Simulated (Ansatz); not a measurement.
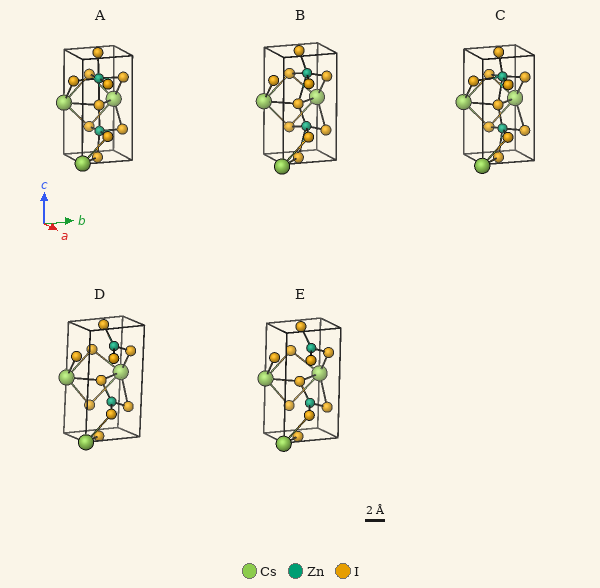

5 geometries from one relaxation of crystalline CsZnI₃ (built on the cubic perovskite type), in shuffled order. A ball-and-stick model of the cell of the calculation, reduced to other axes, seen slightly off an axis. Lengths and directions refer to the drawn axes.

Case: shaken.

Level of theory: Ansatz, DFT, PBEsol, plane waves, PAW. Set-up: plane-wave cutoff 420 eV; k-point mesh 2 × 4 × 4; occupations fermi dirac; smearing width 0.05 eV; no spin polarisation; cell and atoms relaxed; force threshold 0.01 eV/Å; at most 120 steps.

Q: Order the frames from highest to lowest energy.

A: A, C, B, E, D. They are steps 0, 4, 6, 9, 20, at +63.3 meV per atom, +41.9 meV per atom, +20.2 meV per atom, +4.4 meV per atom relative to the last. A Zn atom moves most relative to the cell: 1.09 Å along [2 2 1]. By element the largest moves are Zn 1.09 Å, I 0.45 Å, Cs 0.12 Å. Cell: a 5.594 → 6.042 Å (+8.0 %), b 5.602 → 6.033 Å (+7.7 %), c 11.289 → 12.081 Å (+7.0 %), α 89.9° → 86.3°, β 89.4° → 86.2°, γ 89.9° → 86.2°. Volume +23.7 %. Near-neighbour distances that change, for instance: I–Zn 2.814 → 4.108 Å, I–Zn 2.917 → 4.108 Å, I–Zn 2.956 → 4.108 Å, I–Zn 3.037 → 4.104 Å. Bonds break: I–Zn (2.81 → 4.10 Å), I–Zn (2.81 → 4.11 Å), I–Zn (2.83 → 4.11 Å), I–Zn (2.92 → 4.11 Å). Among the angles between lasting bonds that change: Cs–I–Zn 89.7° → 117.9°, I–Zn–I 90.5° → 118.6°, I–Zn–I 91.0° → 118.7°. The space group (tolerance 0.01 Å) goes from P1 (No. 1) to R3m (No. 160). The energy falls by 63.3 meV per atom in 16 accepted moves (20 points after the start). The largest force component goes from 0.8 to 0.00065 eV/Å. The pressure goes from 1.19 to 0.00 GPa. The line search rejected the trial steps at points 10, 18 of the run. At 2 points the geometry stayed and the basis and grid were re-selected for the new cell (energy shift of 1.7 meV per atom at most each time). Cost: 12 min on 2 threads of Arm Neoverse V1 (shared host), peak memory 1.1 GiB.
